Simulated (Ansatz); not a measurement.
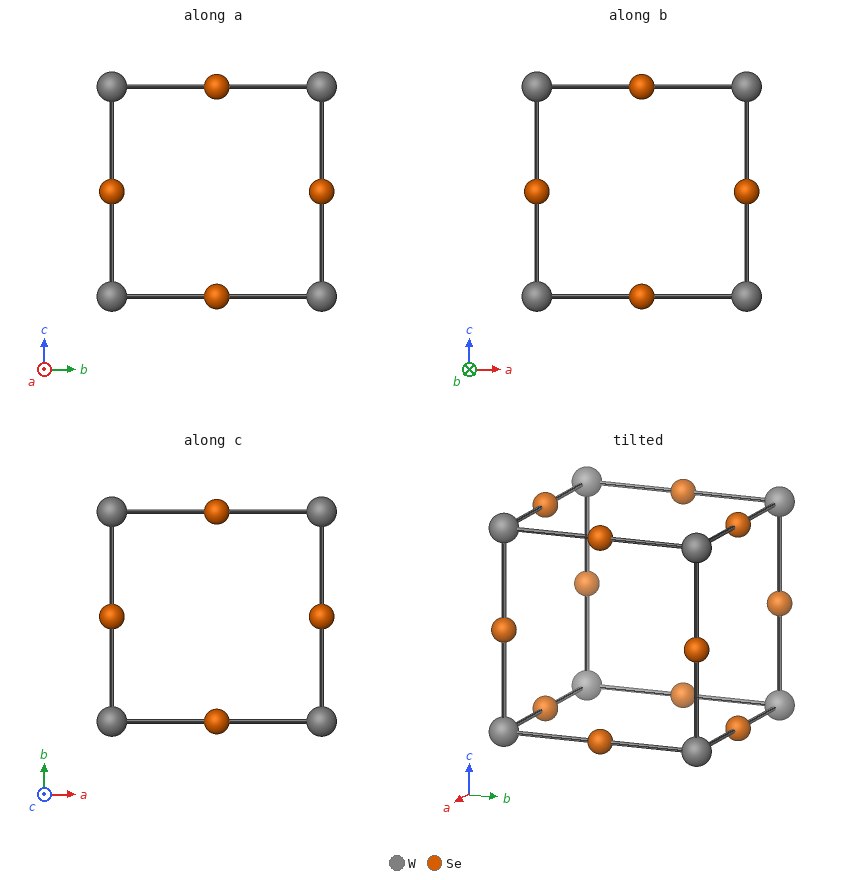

This ball-and-stick model is shown along the a axis, along the b axis, along the c axis and slightly off an axis. The conventional unit cell is drawn as a box.

Lattice parameters: a = 4.891 Å, b = 4.891 Å, c = 4.891 Å, α = 90.00°, β = 90.00°, γ = 90.00°. Put a along x and b in the xy plane.

### Express the structure as a POSCAR file.

```
W Se
1.0
     4.891    0.000    0.000
     0.000    4.891    0.000
     0.000    0.000    4.891
W Se
1 3
Direct
  0.0000 0.0000 0.0000
  0.0000 0.0000 0.5000
  0.0000 0.5000 0.0000
  0.5000 0.0000 0.0000
```

The starting point was a structure type filled with these elements by a generator (whether the compound takes this form wasn't checked). Earlier steps of the study may have refined or changed the cell and positions. It was run through Ansatz as a DFT input.
